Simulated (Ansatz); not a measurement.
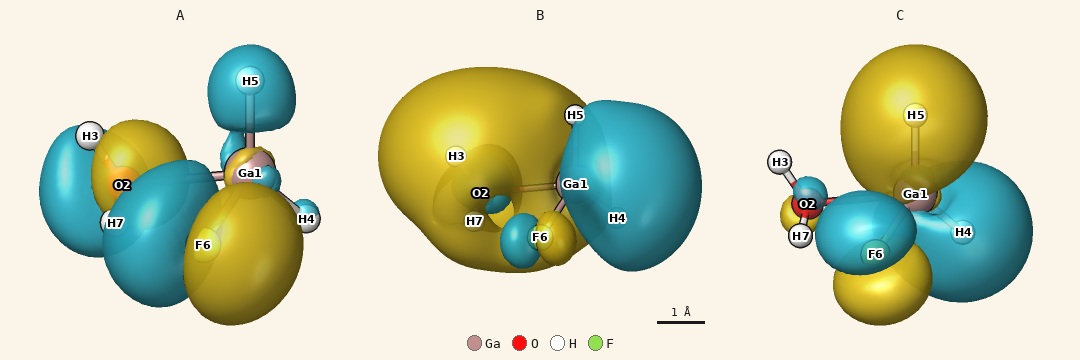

The picture shows: FGaH4O. Three frontier orbitals at ±0.06 Å⁻³ᐟ² (yellow and cyan are the two phases), in no order.

Method: RKS revPBE/def2-SVP in Ansatz 0.2.0.

Input file:

```
crystal:
  periodic: [false, false, false]
  atoms:
    - { symbol: Ga, position_ang: [0.05387, 0.389292, -0.509169] }
    - { symbol: O, position_ang: [-0.019918, -0.014606, 2.438449] }
    - { symbol: H, position_ang: [-0.959965, -0.126339, 2.677447] }
    - { symbol: H, position_ang: [1.485986, -0.112214, -0.922785] }
    - { symbol: H, position_ang: [-1.397399, -0.140259, -0.829435] }
    - { symbol: F, position_ang: [0.047534, 1.926263, 0.326584] }
    - { symbol: H, position_ang: [0.029492, 0.950863, 2.209209] }
basis:
  gaussian: { orbitals: def2-SVP }
hamiltonian:
  xc: revpbe
relax:
  f_tol: 0.03
  max_steps: 50
output:
  orbitals: {}
```

Launched as:

```sh
ansatz run input.yaml --threads 1 --pin off --max-ram 2048MiB --backend cpu --events-out ev --progress --plain --runs-dir out
```

The fields are those of the run's last geometry, not of the input's.

Q: Which picture is the HOMO−1, the HOMO and the LUMO?

A: A is the HOMO−1 (−7.73 eV). By Hirshfeld shares it lies mainly on F6 (about 70 %) and O2 (about 20 %); largely a lone pair of F6. C is the HOMO (−6.82 eV). Its weight (Hirshfeld) is mainly on F6 (about 30 %), Ga1 (about 25 %), H5 (about 20 %) and H4 (about 20 %). B is the LUMO (−0.86 eV). Its weight (Hirshfeld) is mainly on Ga1 (about 50 %), H3 (about 15 %) and O2 (about 15 %).

Q: What is the HOMO–LUMO gap?

A: 5.96 eV between the orbital energies.
